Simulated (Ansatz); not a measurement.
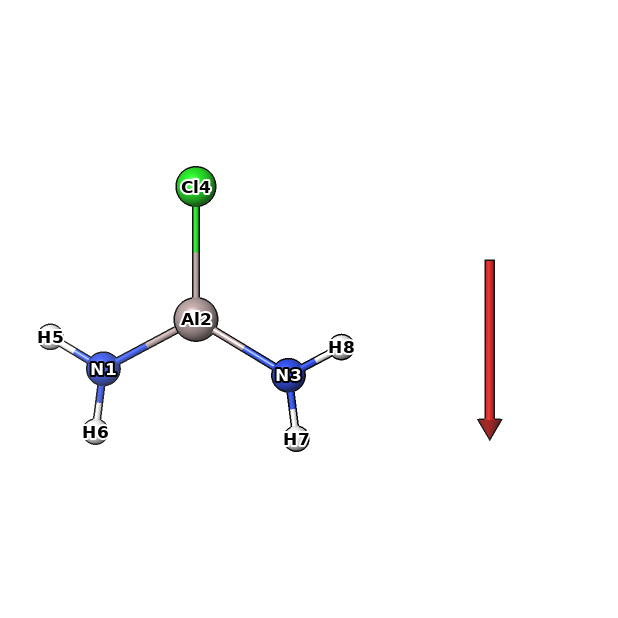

The arrow beside the molecule shows the direction of the dipole moment, from the negative to the positive end (its length means nothing). The geometry was computed by an optimisation with PBE0-D4/def2-TZVP. Properties computed with RKS PBE0-D4/def2-TZVP (Ansatz 0.2.0).

> Estimate the dipole moment.

2.51 D; it points from the side of Cl4 to the side of H6, H7 (the outermost atoms at the two ends).
